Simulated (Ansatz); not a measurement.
BBrH3LiSi2

Input file:

```
crystal:
  periodic: [false, false, false]
  atoms:
    - {symbol: B, position_ang: [-1.951196, -0.330774, 0.373354]}
    - {symbol: Br, position_ang: [0.660914, -1.380649, -1.995088]}
    - {symbol: Li, position_ang: [-1.494403, -0.286037, -2.358076]}
    - {symbol: Si, position_ang: [-1.770898, 1.451950, -0.408871]}
    - {symbol: Si, position_ang: [-0.036296, 0.072576, -0.127826]}
    - {symbol: H, position_ang: [-0.970857, -1.138961, 0.702801]}
    - {symbol: H, position_ang: [-2.880992, -0.981785, 0.786127]}
    - {symbol: H, position_ang: [1.124840, -0.233941, 0.758282]}
basis:
  gaussian:
    orbitals: def2-TZVPD
hamiltonian:
  xc: pbe0
output:
  forces: true
  orbitals: {seedname: orbitals}
```

Launched as:

```sh
ansatz run input.yaml --threads 2 --pin off --max-ram 4350MiB --events-out events.jsonl --progress --plain --runs-dir runs
```

Geometry: r2SCAN-D4/def2-SVP.

The calculation used isolated molecule in a Gaussian basis; Kohn-Sham density functional theory, functional PBE0 (Ansatz).

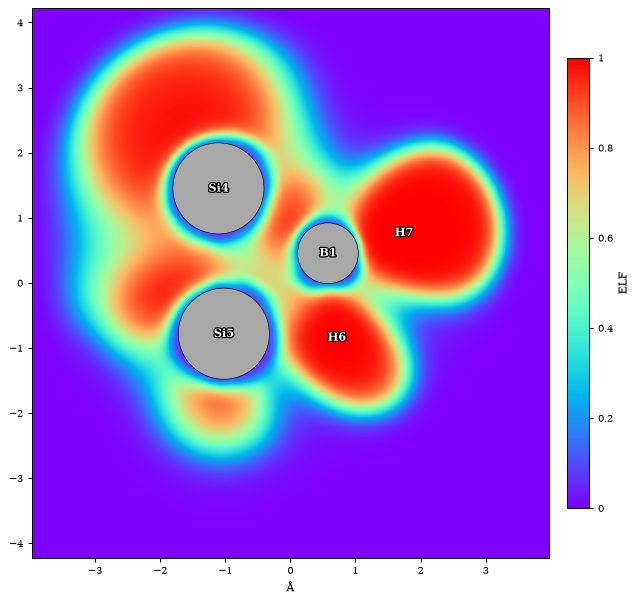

Figure 1. Electron localisation function on the plane of atoms Si4, B1 and Si5. Grey discs cover the atomic cores.

Describe what can be read from this map.

Answer.
- Atoms in the plane: B, Si and H.
- Si–B (1.96 Å): the ELF peaks at about 0.90 between the atoms: a shared electron pair.
- Si–Si (2.23 Å): the ELF peaks at about 0.75 between the atoms.
- B–H (1.21 Å): the ELF climbs to about 1 towards the hydrogen, as it does in any bond to H: an ordinary covalent bond to hydrogen.
- Si–B (2.02 Å): the ELF peaks at about 0.70 between the atoms.

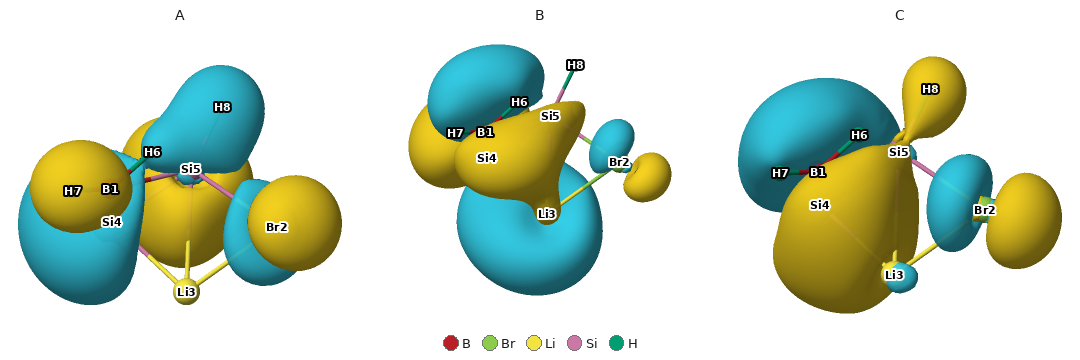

Figure 2. Three frontier orbitals at ±0.06 Å⁻³ᐟ² (yellow and cyan are the two phases), in no order.

Which picture is the HOMO−1, the HOMO and the LUMO?

Answer. A is the HOMO−1 (−6.72 eV). By Hirshfeld shares it lies mainly on Si4 (about 35 %), Si5 (about 30 %), B1 (about 10 %) and Br2 (about 10 %). C is the HOMO (−6.36 eV). By Hirshfeld shares it lies mainly on Si4 (about 35 %), B1 (about 25 %), Si5 (about 15 %), Br2 (about 10 %) and Li3 (about 5 %); π-bonding across Si4–B1. B is the LUMO (−1.61 eV). By Hirshfeld shares it lies mainly on Si4 (about 40 %), Li3 (about 20 %), B1 (about 20 %) and Si5 (about 10 %).

What is the HOMO–LUMO gap?

Answer. 4.75 eV between the orbital energies.
